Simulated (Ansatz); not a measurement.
# C₃H₆F₂Si: small, medium and large basis sets

Aim: see how fast density functionals converge with the basis set for C₃H₆F₂Si.

Computed with Ansatz 0.2.0, Gaussian basis. Level: one geometry, several basis sets.

The runs, in order: PBE0-D4/def2-SVP; ωB97M-V/def2-SVP; PBE0-D4/def2-QZVPP; ωB97M-V/def2-QZVPP; the functionals' def2-TZVPP values are taken from earlier runs.

## (1) The geometry

All runs share one geometry, relaxed beforehand with PBE0-D4 in a triple-zeta def2 set.

SMILES `FC[Si]1(F)CC1`, 12 atoms, charge 0, spin multiplicity 1.

Atoms are counted from 1 here; the program's logs count them from 0.

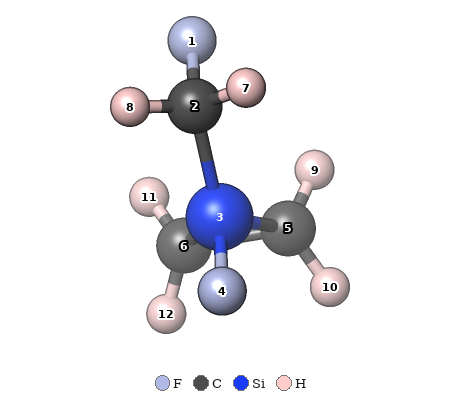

The geometry (fluorine light blue, carbon dark grey, silicon blue, hydrogen pink); atoms are numbered from 1 in the order of the file.

## (2) PBE0-D4 in def2-SVP

in.yaml

```yaml
crystal:
  periodic: [false, false, false]
  atoms:
    - {symbol: F, position_ang: [0.621112, -1.756876, 1.378249]}
    - {symbol: C, position_ang: [0.743784, -1.735858, -0.004379]}
    - {symbol: Si, position_ang: [0.102781, -0.086374, -0.644920]}
    - {symbol: F, position_ang: [0.253332, -0.085298, -2.235393]}
    - {symbol: C, position_ang: [0.220451, 1.457591, 0.300962]}
    - {symbol: C, position_ang: [-1.232210, 0.839179, 0.163479]}
    - {symbol: H, position_ang: [1.797025, -1.885312, -0.263437]}
    - {symbol: H, position_ang: [0.174942, -2.575053, -0.417833]}
    - {symbol: H, position_ang: [0.635622, 1.460117, 1.304200]}
    - {symbol: H, position_ang: [0.362947, 2.406018, -0.208198]}
    - {symbol: H, position_ang: [-1.675733, 0.474729, 1.085076]}
    - {symbol: H, position_ang: [-1.926855, 1.432039, -0.423904]}
basis:
  gaussian: {orbitals: def2-SVP}
hamiltonian: {xc: pbe0, dispersion: d4}
output: {orbitals: {seedname: orbitals}}
```

Launch:

```console
$ ansatz run in.yaml --threads 4 --pin off --events-out ev --progress --plain --max-ram 10444MiB
```

Further steps of the session: ωB97M-V in def2-SVP; PBE0-D4 in def2-QZVPP; ωB97M-V in def2-QZVPP.

Before running them: what should the planned runs give, taken together? Wanted: PBE0-D4: double and triple zeta above quadruple; ωB97M-V: double and triple zeta above quadruple.

The runs gave:

```
                                       quantity           value
PBE0-D4: double and triple zeta above quadruple  14.07, 0.74 eV
ωB97M-V: double and triple zeta above quadruple  14.35, 0.70 eV
```

PBE0-D4 gains 13.33 eV from double to triple zeta, then 0.74 eV more. Total energies overstate the basis error of differences, where much of it tends to cancel. The LUMO of ωB97M-V is positive and keeps falling with the basis (2.79 to 1.48 eV): an unbound level that the basis holds in place.
